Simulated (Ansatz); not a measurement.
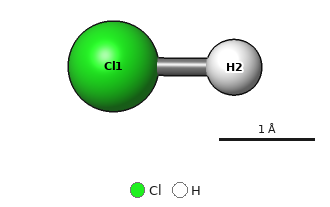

Fig. 1: The input geometry (ball-and-stick view, seen on its broad side; atoms are numbered from 1 in the order of the input).

## Run report: HCl, single-point calculation

System: HCl.
Method: RKS B2PLYP (frozen core)/def2-TZVPP (Ansatz 0.2.0).

The geometry comes from this level: PBE0-D4/def2-TZVP.

**What the program printed**
```
Functional definition: B2PLYP
  name "B2PLYP"
  cite "Grimme, J. Chem. Phys. 124, 034108 (2006) doi:10.1063/1.2148954"
  cite "Becke, Phys. Rev. A 38, 3098 (1988) doi:10.1103/PhysRevA.38.3098"
  cite "Lee, Yang & Parr, Phys. Rev. B 37, 785 (1988) doi:10.1103/PhysRevB.37.785"
  parameter a = 0.53
  parameter c = 0.27
  exchange = (1 - a)*b88_x + a*exact_x
  correlation = (1 - c)*lyp_c + c*(mp2_os + mp2_ss)
322 factors; integrals over basis functions are off by at most 1.4e-3 eV
mean field evaluation 1: about -12533.8946 eV, gradient 9.2e0 eV
mean field evaluation 2: about -12533.8941 eV, gradient 9.2e0 eV
mean field evaluation 4: about -12534.1362 eV, gradient 6.0e-1 eV
mean field evaluation 8: about -12534.1374 eV, gradient 1.0e-2 eV
mean field -12534.13735361 eV, -460.6210518019 hartree, gradient 9.7e-6 eV, S^2 0.000000; 0 other end points of the search recorded, 0 dependent functions left out
5 core orbitals not correlated: weight in the atoms' cores, before any rotation towards them, 1.000 or more for the frozen orbitals, at most 0.000 for the correlated occupied ones
reference -12534.13745037 eV, -460.6210553577 hartree; 4, 4 occupied and 47, 47 virtual orbitals, 322 factors
second order -6.68493522 eV of doubles, -0.00000000 eV of singles
Total energy: -12535.94238288 eV, -460.6873854040 hartree
```

The run was set up as follows.

**Input**
```yaml
crystal:
  periodic: [false, false, false]
  atoms:
    - {symbol: Cl, position_ang: [2.495642, 1.178542, 2.318046]}
    - {symbol: H, position_ang: [1.328347, 0.803834, 1.954010]}
basis:
  gaussian: {orbitals: def2-TZVPP}
hamiltonian: {xc: {name: B2PLYP}}
```

Launch command:
```bash
ansatz run in.yaml --threads 5 --pin off --events-out ev --progress --plain --max-ram 66560MiB --backend cpu
```

**Results in brief**

- outcome: converged
- total energy: −12535.9424 eV
- mean-field energy: −12534.1375 eV
- SCF solution under orbital rotations: stable
- hardware: 5 CPU threads, shared host
- wall time: 0.66 s (CPU time 0.59 s)
- peak memory: 1.2 GiB
